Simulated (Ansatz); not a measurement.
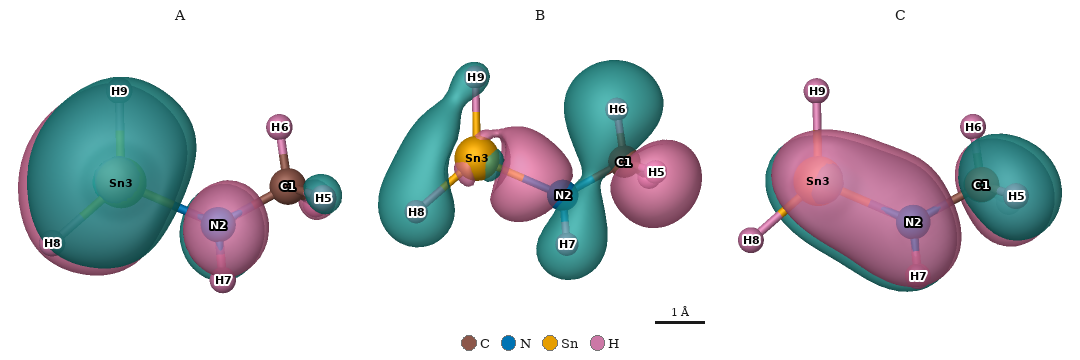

CH6NSn (charge +1). Three frontier orbitals at ±0.08 Å⁻³ᐟ² (teal and pink are the two phases), in no order.

A point of a scan, not a minimum; geometry: rigid move from PBE0-D4/def2-TZVP; core potentials replace the inner electrons of Sn.

Theory: Ansatz, RKS PBE0-D4/def2-TZVPP.

```yaml
atoms:
  - { symbol: C, position_ang: [-0.4431, 1.0358, -0.7022] }
  - { symbol: N, position_ang: [0.2250, -0.2390, -0.4779] }
  - { symbol: Sn, position_ang: [0.4357, -1.1885, 1.1851] }
  - { symbol: H, position_ang: [-1.2707, 0.9107, -1.4039] }
  - { symbol: H, position_ang: [0.2597, 1.7640, -1.1130] }
  - { symbol: H, position_ang: [-0.8413, 1.4306, 0.2327] }
  - { symbol: H, position_ang: [0.6155, -0.6517, -1.3155] }
  - { symbol: H, position_ang: [1.2654, -2.6426, 1.0836] }
  - { symbol: H, position_ang: [-0.2466, -0.4194, 2.5108] }
```

Question: Order the three orbitals by energy and name them.

Answer: B is the HOMO−1 (−15.01 eV). Its weight (Hirshfeld) is mainly on C1 (about 30 %), N2 (about 20 %), H6 (about 15 %), Sn3 (about 15 %), H4 (about 5 %) and H5 (about 5 %). C is the HOMO (−12.71 eV). It lies mainly on N2 (about 50 %), Sn3 (about 20 %), C1 (about 15 %), H4 (about 5 %) and H5 (about 5 %). A is the LUMO (−7.71 eV). It lies mainly on Sn3 (about 75 %) and N2 (about 15 %).

Question: What is the HOMO–LUMO gap?

Answer: 5.00 eV between the orbital energies.
